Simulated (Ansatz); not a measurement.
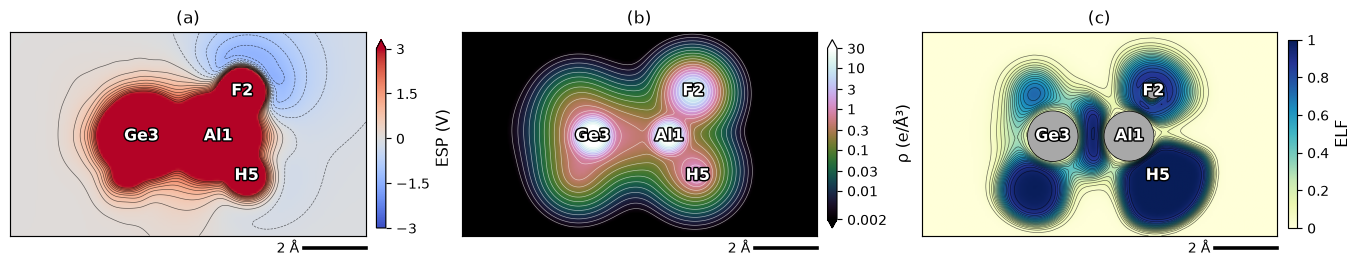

Figure. AlFGeH₆Si (SMILES [F][AlH][GeH2][SiH3]). (a) electrostatic potential; (b) total electron density; (c) electron localisation function on the plane of atoms Ge3, Al1 and H5. Grey discs cover the atomic cores in the ELF map.

Geometry: B3LYP/6-31G*.

The calculation used isolated molecule in a Gaussian basis; Kohn-Sham density functional theory, functional PBE0 in Ansatz.

Input file:

```
basis:
  gaussian:
    orbitals: def2-TZVPD
crystal:
  periodic: [false, false, false]
  atoms:
    - {symbol: Al, position_ang: [-0.711226, -0.228176, -1.682638]}
    - {symbol: F, position_ang: [-0.486669, 0.514858, -3.154169]}
    - {symbol: Ge, position_ang: [1.251137, -0.556830, -0.209270]}
    - {symbol: Si, position_ang: [2.609430, -2.463637, -0.764106]}
    - {symbol: H, position_ang: [-2.196916, -0.694781, -1.373147]}
    - {symbol: H, position_ang: [0.780282, -0.734229, 1.261038]}
    - {symbol: H, position_ang: [2.175051, 0.690767, -0.216417]}
    - {symbol: H, position_ang: [3.728677, -2.625198, 0.203281]}
    - {symbol: H, position_ang: [3.178920, -2.310914, -2.130759]}
    - {symbol: H, position_ang: [1.785094, -3.704076, -0.742993]}
hamiltonian:
  xc: {name: PBE0}
output:
  forces: true
  orbitals: {seedname: orbitals}
```

Command:

```sh
ansatz run input.yaml --threads 2 --pin off --max-ram 4350MiB --events-out events.jsonl --progress --plain --runs-dir runs
```

**Interpret the plot.**

- The plane passes through Al, F, Ge and H nuclei.
- Al–F (1.66 Å): ρ at the midpoint is about 0.87 e/Å³; the ELF peaks at about 0.85 in the valence shell of F, 0.6 Å from its nucleus, and is about 0.35 at the midpoint.
- Al–Ge (2.48 Å): ρ is about 0.49 e/Å³ halfway; the ELF peaks at about 0.95 between the atoms: localised, covalent bonding.
- Al–H (1.59 Å): the density is about 0.56 e/Å³ at the midpoint; the ELF climbs to about 1 towards the hydrogen.
- The ELF also peaks beside F2, away from the bonds: lone-pair regions.
- Outside the dense part of the molecule the potential is most negative (−1.5 V) near F2.
